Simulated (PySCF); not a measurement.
```xyz
6

W     0.0084   -0.0084   -0.0601
O     0.9412    1.0788    0.9606
O    -1.0788   -0.9412    0.9606
O     1.0774   -1.0774   -0.9564
O    -1.0448    1.0448   -1.3286
H    -1.6624    1.6624   -0.9170
```

Core potentials replace the inner electrons of W.

Theory: PySCF 2.14.0, RKS r2SCAN, W def2-SVP with ECP60, O def2-SVP, H def2-SVP; non-relativistic Hamiltonian with scalar-relativistic core potentials where named; density fitting.

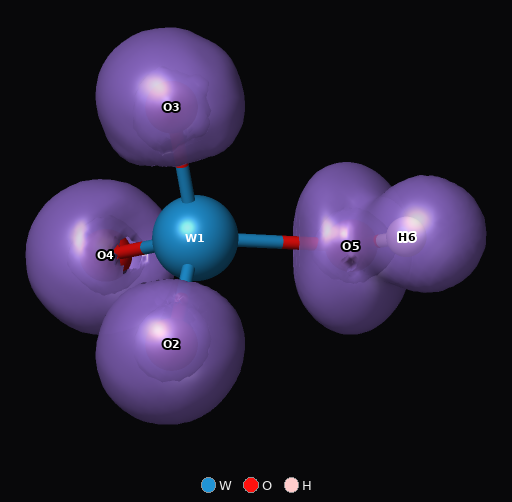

HO$_{4}$W (charge −1). Isosurface of the electron localisation function at 0.75 (purple), seen from one side. Core shells and regions of very low density are left out.

> Identify the bonds, lone pairs and shells in this picture.

The ELF exceeds this value in three regions wrapped around O (the valence shell of each) and one joined region spread over several atoms (H, O), in which their bonds and any lone pairs are merged.

Values along the shortest contacts:
W–O (1.76 Å): the ELF peaks at about 0.75 in the valence shell of O, 0.5 Å from its nucleus, and drops to about 0.35 between the two atoms. O–H (0.97 Å): the ELF climbs to about 1 towards the hydrogen, as it does in any bond to H: a covalent bond by its length.
